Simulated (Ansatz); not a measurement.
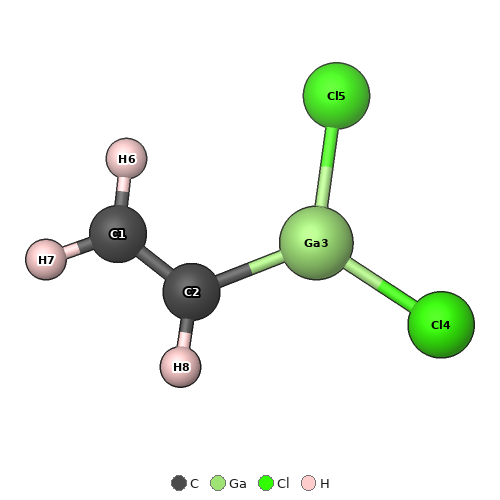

The system is C₂H₃Cl₂Ga, SMILES C=[CH][Ga]([Cl])[Cl]; the picture shows the reference structure. 
- Coordinates scanned: (1) dihedral C1–C2–Ga3–Cl4; (2) dihedral H6–C1–C2–Ga3.
- Nothing is relaxed (all other coordinates rigid).
- The grid has 12 × 12 points.
- Points are written as (first, second).
- Energies: kcal/mol, counted from the lowest grid point.
- Energies and slopes of some neighbouring points disagree (a jump in structure or state, or too coarse a mesh). The dihedral twists a double bond; near 90° a spin-restricted reference is unreliable.
- Theory: Ansatz, RKS r2SCAN-D4/def2-SVP.

Its coordinates:

```yaml
atoms:
  - { symbol: C, position_ang: [0.3344, -0.3387, 1.3328] }
  - { symbol: C, position_ang: [-0.1361, -0.6933, 0.1265] }
  - { symbol: Ga, position_ang: [-0.2495, 0.6140, -1.2841] }
  - { symbol: Cl, position_ang: [-0.9673, 0.2222, -3.2622] }
  - { symbol: Cl, position_ang: [0.3753, 2.6333, -0.9100] }
  - { symbol: H, position_ang: [0.6620, 0.6858, 1.5484] }
  - { symbol: H, position_ang: [0.4132, -1.0579, 2.1584] }
  - { symbol: H, position_ang: [-0.4549, -1.7274, -0.0547] }
```

Range: dihedral C1–C2–Ga3–Cl4 from −180 to 150°; dihedral H6–C1–C2–Ga3 from −180 to 150°.

**What landscape does the calculation give?**

The lowest grid point is at (−180°, 0°). The same energy is found at (−180°, −180°). Other grid points that lie below all their neighbours: (0°, 0°) (0.34 kcal/mol higher); (0°, −180°) (0.34 kcal/mol higher). The highest grid point, (90°, −90°), lies 91 kcal/mol above the lowest.

```tsv
dihedral H6–C1–C2–Ga3 ↓, dihedral C1–C2–Ga3–Cl4 →	−180	−150	−120	−90	−60	−30	0	30	60	90	120	150
150	10	11	13	14	14	12	11	11	12	14	14	12
120	40	40	42	45	45	43	40	39	41	44	44	42
90	82	83	88	91	87	82	82	83	87	91	88	83
60	39	42	44	44	41	39	40	43	45	45	42	40
30	10	12	14	14	12	11	11	12	14	14	13	11
0	0	1	3	4	3	1	0	1	3	4	3	1
−30	10	11	13	14	14	12	11	11	12	14	14	12
−60	40	40	42	45	45	43	40	39	41	44	44	42
−90	82	83	88	91	87	82	82	83	87	91	88	83
−120	39	42	44	44	41	39	40	43	45	45	42	40
−150	10	12	14	14	12	11	11	12	14	14	13	11
−180	0	1	3	4	3	1	0	1	3	4	3	1
```

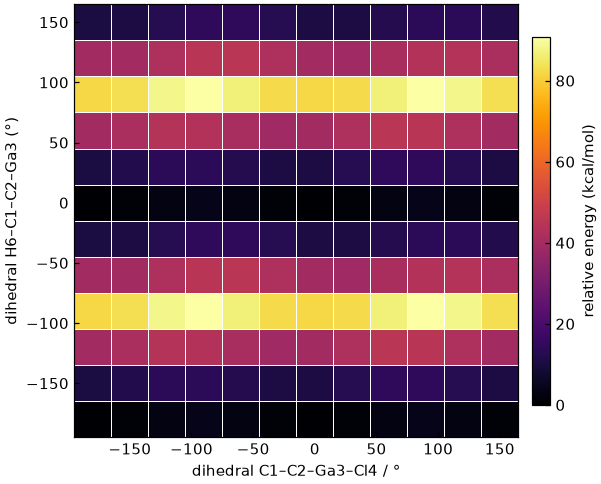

The picture shows one coloured cell a grid point.

Each point was launched as `ansatz run input.yaml --threads 1 --pin off --max-ram 2560MiB --backend cpu --events-out ev --progress --plain --runs-dir out`. The whole map (144 points run) took 30 min on 1 thread of Arm Neoverse V2 (shared host).
